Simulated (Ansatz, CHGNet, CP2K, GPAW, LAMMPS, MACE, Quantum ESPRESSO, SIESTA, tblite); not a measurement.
# tblite on glassy 67P2O5-33MgO (mol %) (80 atoms): settings against a plane-wave reference

Wanted: tblite inputs and outputs for glassy 67P2O5-33MgO (mol %) (80 atoms), checked against a plane-wave reference.

Calculated with tblite 0.8.0; the method is named at each step.

## (1) The starting structure

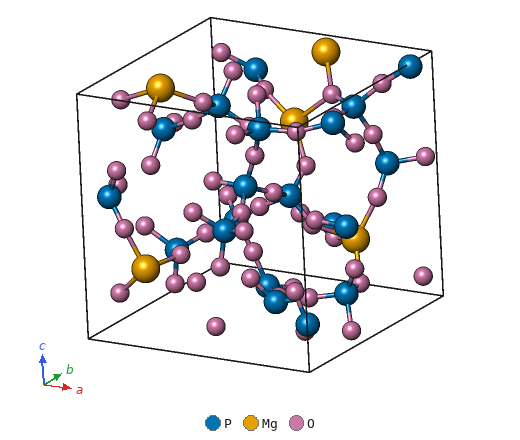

Start, viewed slightly off an axis; phosphorus blue, magnesium orange, oxygen pink. Bonds to atoms that aren't drawn are left out.

The cell holds 80 atoms: 20 P, 5 Mg and 55 O. Cell: a = 10.514 Å, b = 10.514 Å, c = 10.514 Å, α = 90.0°, β = 90.0°, γ = 90.0°. 80 atoms (20 P, 5 Mg, 55 O) placed at random at 2.32 g/cm³, melted at 4000 K for 10 ps at fixed volume with the Morse and Coulomb pair potential with partial charges (Pedone, Malavasi, Menziani, Cormack and Segre, J. Phys. Chem. B 110, 11780 (2006)). Quenched from 4000 K to 300 K at 25 K/ps and fixed volume, held 5 ps.

The yardstick, on the same geometry:

```
method                                           : Kohn-Sham DFT, PBE, SSSP efficiency 1.3.0 pseudopotentials, plane waves (Quantum ESPRESSO 7.5); sssp-pbe-1.3.0-efficiency, cutoffs 60/480 Ry, Γ point
r.m.s. force component                           : 1.479 eV/Å
longest force                                    : 6.598 eV/Å
pressure                                         : 2.264 GPa
gap (highest filled to lowest empty level) : 1.154 eV
time                                             : 2 min on 4 MPI ranks of Arm Neoverse V2, shared host
CPU time                                         : 7.8 min
```

## (2) GFN1-xTB

Method: GFN1-xTB tight binding, diagonalisation.

File run.py:

```python
import numpy as np
from ase.io import read
from tblite.ase import TBLite

atoms = read("structure.xyz")
atoms.calc = TBLite(method="GFN1-xTB", electronic_temperature=580, accuracy=1.0, max_iterations=250, mixer_damping=0.4, verbosity=1)
energy = atoms.get_potential_energy()
forces = atoms.get_forces()
print(f"energy {energy:.6f} eV")
print("forces (eV/A)")
for i, (a, f) in enumerate(zip(atoms, forces)):
    print(f"{i:4d} {a.symbol:2s} {f[0]:10.5f} {f[1]:10.5f} {f[2]:10.5f}")
stress = -atoms.get_stress(voigt=False) * 160.21766
print("stress (GPa, compression positive)")
for row in stress:
    print(" ".join(f"{x:10.4f}" for x in row))
print("charges (e)")
print(np.array2string(atoms.get_charges(), precision=4, suppress_small=True, max_line_width=110, threshold=100000))
```

File structure.xyz:

```xyz
80
Lattice="10.51380 0.00000 0.00000 0.00000 10.51380 0.00000 0.00000 0.00000 10.51380" Properties=species:S:1:pos:R:3 pbc="T T T"
P 0.83259 0.79221 5.96322
P 6.05658 4.80712 0.91302
P 5.56317 3.67279 6.15604
P 0.46092 5.77975 7.26230
P 6.74965 3.06961 8.97900
P 5.48105 10.43968 2.40251
P 4.19185 7.20826 0.60097
P 2.03947 3.84532 2.89908
P 9.73021 3.95456 9.37253
P 2.11212 10.40267 8.60123
P 10.41255 8.97921 10.31425
P 6.21134 0.91449 5.20738
P 5.92558 6.47587 4.93549
P 10.37218 3.58121 5.12001
P 8.97889 5.56432 1.43398
P 3.17874 6.66060 3.44832
P 7.95716 8.42671 8.43385
P 8.66873 9.66586 5.71131
P 10.00767 0.85309 1.71848
P 3.22490 5.65401 8.67935
Mg 2.26352 2.81349 10.20375
Mg 7.94633 8.11466 2.84030
Mg 5.54929 10.35273 9.84744
Mg 4.82678 8.82770 7.22077
Mg 2.46612 0.71178 3.12775
O 6.57533 9.02158 8.58410
O 0.10924 7.17010 7.07379
O 2.94176 2.68459 3.18757
O 1.65540 0.51423 4.79934
O 2.23965 7.61883 4.08903
O 6.17444 3.53958 7.61840
O 3.37093 4.26398 9.28715
O 1.82814 3.91502 1.40244
O 9.11504 8.83727 9.45432
O 4.46447 6.45453 4.27964
O 6.06057 0.68119 3.70874
O 9.98306 9.90137 0.96695
O 9.56262 0.70306 3.11293
O 1.47677 0.41519 7.29595
O 3.66437 7.08146 2.03137
O 5.74779 0.63430 1.12182
O 5.99655 7.70525 5.84893
O 6.86593 6.60309 3.77487
O 3.14678 9.33941 8.21107
O 5.20233 0.15729 6.09716
O 8.73087 7.05245 1.38561
O 10.02344 10.43694 5.94040
O 8.44290 9.03482 7.10743
O 4.55973 8.57852 0.13699
O 8.29675 3.41394 8.96901
O 5.35121 6.16077 0.62294
O 0.26915 2.92431 9.39408
O 0.98188 1.01542 1.78514
O 0.34170 2.27971 5.95386
O 4.04340 10.20890 2.77259
O 6.10368 2.41512 5.48169
[... 20 atom lines left out ...]
O 0.37292 4.79976 6.00611
O 6.30860 9.12829 2.36855
O 9.21724 1.89995 1.00018
O 9.66618 5.19298 2.70835
```

On the command line:

```bash
> OMP_NUM_THREADS=1 python run.py > output.txt
```

The program printed:

```text
------------------------------------------------------------
  cycle        total energy    energy error   density error
------------------------------------------------------------
      1     -295.8049770136  -2.9719301E+02   1.0599175E+00
      2     -284.1642021446   1.1640775E+01   1.0527310E+00
      3     -300.5899376178  -1.6425735E+01   6.1573409E-01
      4     -318.4695737331  -1.7879636E+01   1.0550896E-01
      5     -317.2477211598   1.2218526E+00   1.4346193E-01
      6     -318.8473030758  -1.5995819E+00   4.8667220E-02
      7     -318.8599473104  -1.2644235E-02   3.8599219E-02
      8     -318.8672925234  -7.3452130E-03   3.0268154E-02
      9     -318.9169978865  -4.9705363E-02   1.2475121E-02
     10     -318.7904060485   1.2659184E-01   4.9160125E-02
     11     -318.9221467264  -1.3174068E-01   5.1182318E-03
     12     -318.9234803824  -1.3336561E-03   3.0042060E-03
     13     -318.9235665419  -8.6159453E-05   3.6960136E-03
     14     -318.9236728969  -1.0635502E-04   3.2764888E-03
     15     -318.9237912969  -1.1839997E-04   2.8561024E-03
     16     -318.9239573330  -1.6603611E-04   2.1970747E-03
     17     -318.9240264038  -6.9070754E-05   1.8559939E-03
     18     -318.9241141318  -8.7728052E-05   1.3062430E-03
     19     -318.9241784709  -6.4339141E-05   6.5883088E-04
     20     -318.9241907982  -1.2327303E-05   4.3513375E-04
     21     -318.9241986670  -7.8687594E-06   1.8227944E-04
     22     -318.9241999257  -1.2587122E-06   8.9812046E-05
     23     -318.9242002923  -3.6661811E-07   2.9953102E-05
     24     -318.9242003367  -4.4392152E-08   4.8136375E-06
------------------------------------------------------------
 total:                                   3.193 sec
energy -8678.369528 eV
forces (eV/A)
   0 P    -0.72433    0.44243   -1.78189
   1 P    -2.07699   -1.49805    3.45483
   2 P    -6.19209    2.28657    1.29533
   3 P     0.12712    1.94107   -1.09452
   4 P    -0.01085   -2.28837    0.67684
   5 P     0.07804   -4.02401   -1.46331
   6 P     1.14999    2.15290   -2.67667
   7 P     1.20512   -3.41759   -3.29219
   8 P     1.42380   -1.17585    1.64960
   9 P     2.77055   -2.33998    2.50181
  10 P     0.02118   -2.23888    2.46608
  11 P    -2.95277   -4.30880    1.59959
  12 P     1.98000    3.94624   -1.46543
  13 P    -2.83611    0.30659    0.22572
  14 P     2.22117    2.28709    4.20834
  15 P    -2.78674    2.56839    3.42257
  16 P    -1.20632   -5.72262    2.12175
  17 P     1.81599   -1.95468   -1.19600
  18 P    -1.59273    3.00366    1.13961
  19 P     4.49820   -3.31468   -1.47805
  20 Mg   -0.45631    0.28787    0.44639
  21 Mg   -0.45557   -0.14507   -0.52551
  22 Mg    0.41022   -0.07770    0.50594
  23 Mg    0.42330   -0.57046   -0.03689
[...]
72 O    -0.21015   -0.12136    0.92174
  73 O     0.85239   -1.55674    0.90939
  74 O     0.09253    1.83768   -0.16916
  75 O    -0.81155   -0.88871    0.20782
  76 O     1.24743    0.74141    0.04064
  77 O     0.14610    0.31622    0.60847
  78 O     0.39778   -0.37553   -1.17247
  79 O    -0.89536   -0.44621   -1.83130
stress (GPa, compression positive)
    3.2322     0.7105     0.9856
    0.7105     1.3992    -0.4382
    0.9856    -0.4382     3.3465
charges (e)
[ 0.5618  0.5539  0.5599  0.5558  0.5622  0.5545  0.5656  0.5612  0.5625  0.5523  0.5493  0.5596  0.5592
  0.5619  0.5559  0.5511  0.5518  0.5644  0.5403  0.555   0.8457  0.8808  0.8427  0.8316  0.8563 -0.4158
 -0.2813 -0.4005 -0.3155 -0.3189 -0.1596 -0.42   -0.3741 -0.2069 -0.1956 -0.1615 -0.2351 -0.4525 -0.1566
 -0.135  -0.3912 -0.3663 -0.3662 -0.3987 -0.3914 -0.3946 -0.1641 -0.1739 -0.3255 -0.1548 -0.1833 -0.3244
 -0.466  -0.1969 -0.4204 -0.1199 -0.1595 -0.179  -0.3261 -0.3009 -0.299  -0.1567 -0.1785 -0.3267 -0.3924
 -0.3783 -0.3275 -0.3565 -0.1722 -0.1625 -0.1917 -0.1514 -0.1584 -0.1374 -0.3795 -0.1764 -0.1934 -0.4449
 -0.4324 -0.3477]
```

It took 3.8 s on 1 thread of Arm Neoverse V2, shared host; peak memory 0.11 GiB.

Banners, paths, timers and routine set-up lines are dropped from the logs unmarked, and long logs keep their key lines alone; longer cuts are marked.

Numbers from this run, and their distance from the reference:

| Item | Value |
| --- | --- |
| r.m.s. force component | 1.549 eV/Å |
| r.m.s. difference of force components | 491.8 meV/Å |
| longest difference of force vectors | 1779 meV/Å |
| force difference over r.m.s. force | 33.26 % |
| slope of forces against the reference's | 0.9933 |
| correlation of force components | 0.9483 |
| pressure | 2.659 GPa |
| pressure difference | 0.3953 GPa |

Length of the force difference by element (eV/Å):

```
element  atoms  mean  most
     Mg      5  0.68   1.0
      O     55  0.62   1.5
      P     20   1.2   1.8
```

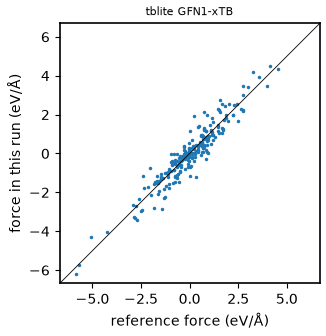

Force components against those of the reference; the line marks equality.

The surroundings of O53, whose charge lies farthest from its element's mean, nearest first, numbered as they follow in the input and with coordinates relative to it.

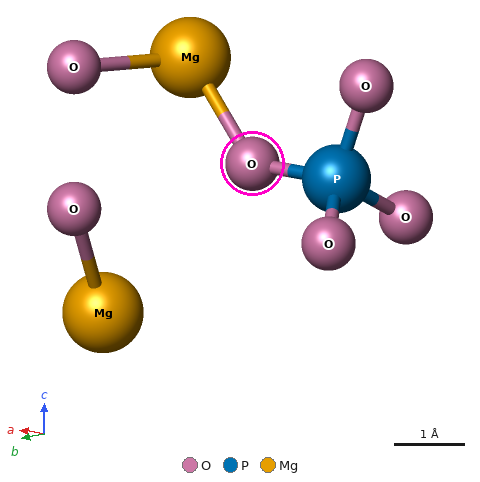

The atoms of the table, within 3.0 Å (arrows a, b, c point along x, y, z); some may hide others; the central atom is ringed.

| atom | x | y | z | distance (Å) | bonds | Mulliken charge (e) | Fx | Fy | Fz (eV/Å) |
| --- | --- | --- | --- | --- | --- | --- | --- | --- | --- |
| O53 | 0.00 | 0.00 | 0.00 | 0.00 | 2 | -0.47 | 4.32 | 0.90 | -0.50 |
| P19 | -1.49 | -0.16 | -0.07 | 1.50 | 4 | 0.54 | -1.59 | 3.00 | 1.14 |
| Mg25 | 1.48 | -0.30 | 1.34 | 2.02 | 4 | 0.86 | -0.40 | 0.32 | -1.22 |
| O38 | -1.93 | -0.31 | 1.33 | 2.37 | 1 | -0.45 | -1.51 | -1.43 | 2.19 |
| O37 | -1.51 | -1.63 | -0.82 | 2.37 | 2 | -0.24 | -0.38 | -2.16 | -1.67 |
| O79 | -2.28 | 0.88 | -0.78 | 2.57 | 1 | -0.43 | 0.40 | -0.38 | -1.17 |
| O28 | 1.96 | 1.67 | 1.40 | 2.93 | 2 | -0.40 | 0.28 | 0.18 | 0.95 |
| Mg21 | 1.28 | 1.80 | -2.10 | 3.04 | 4 | 0.85 | -0.46 | 0.29 | 0.45 |
| O33 | 0.85 | 2.90 | -0.38 | 3.04 | 2 | -0.37 | -0.84 | 0.01 | 0.34 |

Atoms are counted from 1 here, from 0 in the log.

Forces lie 33 % from the reference's, at 0.0079 times its CPU time (on 1 against 4 cores).

## (3) Summary of results

| Item | Value |
| --- | --- |
| force difference from the reference | tblite GFN1-xTB, 33 % |
| its CPU time | 3.7 s |

What this shows: Tight binding differs by 33 % (tblite GFN1-xTB); it is another model, with fitted parameters of its own, and the xTB methods hold dispersion. One electronic-structure run takes under half the reference's CPU time: tblite GFN1-xTB, at 33 % in 3.7 s against 7.8 min. Periodic xTB results under one method name differ between programs and library versions. The reference's pressure holds the uncorrected Pulay stress of its 60 Ry basis, so small pressure differences, and their order, may be the reference's own error. In our tests on small cells the SSSP efficiency potentials stood apart from two norm-conserving sets, for C–F bonds most and for P–O bonds less, so differences between them and other runs here needn't be the other run's error. The quench rate of 25 K/ps is many orders above laboratory rates, so the cell is likely richer in defects and strain than a real sample. The network of bonds at the start is that of the classical potential that made the cell, and needn't be the one that DFT or experiment would give. The electronic-structure runs sample only Γ, in a cell whose shortest periodic width is 11 Å.

[Also dropped from logs without a mark: logging warnings of Python, and SIESTA's first energy breakdown and zero terms.]

[Logs are printed without paths, hosts, clocks, repeated set-up lines and the standing remarks that a program may print on its own settings, such as how far it seeks lower states.]

[Hosts, paths, dates, database ids (printed as entryN), source tags and the programs' standing remarks are cut or masked in the printed files.]
